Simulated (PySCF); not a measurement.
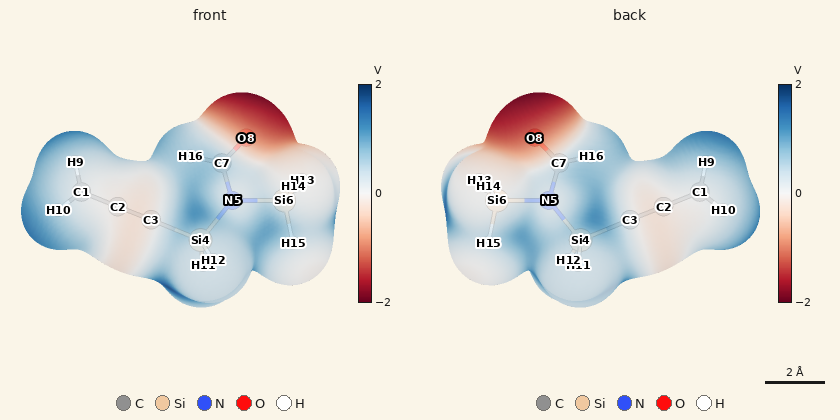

Figure. C₄H₈NOSi₂ (doublet). The molecular electrostatic potential painted on the density surface at 0.002 e/bohr³, seen from the front and from behind; red is negative and blue positive.

Geometry: GFN2-xTB.

All numbers below come from UKS B3LYP, pcH-1 on C H N O Si, non-relativistic, mean-field spin-orbit, GIAO (PySCF).

```tsv
atom	x (Å)	y (Å)	z (Å)
C	3.7710	-1.2915	-0.2884
C	2.6468	-0.5593	-0.3559
C	1.6102	0.1065	-0.4084
Si	0.0875	1.1243	-0.4925
N	-1.1481	0.2760	0.4140
Si	-2.8328	0.7557	0.7399
C	-0.9931	-0.9000	1.0132
O	-1.9189	-1.4070	1.6184
H	3.7518	-2.3034	0.0762
H	4.7154	-0.8781	-0.5954
H	-0.3875	1.2382	-1.8754
H	0.2962	2.4182	0.1637
H	-2.9864	0.9537	2.1714
H	-3.7188	-0.1974	0.0929
H	-2.8940	2.0498	0.0477
H	-0.0069	-1.3768	0.9346
```

Describe the electrostatic potential map.

Answer. The most negative region (about −1.9 V) lies over O8, the most positive (about +1.6 V) over Si4 and Si6. O8 is the likeliest acceptor of a hydrogen bond.
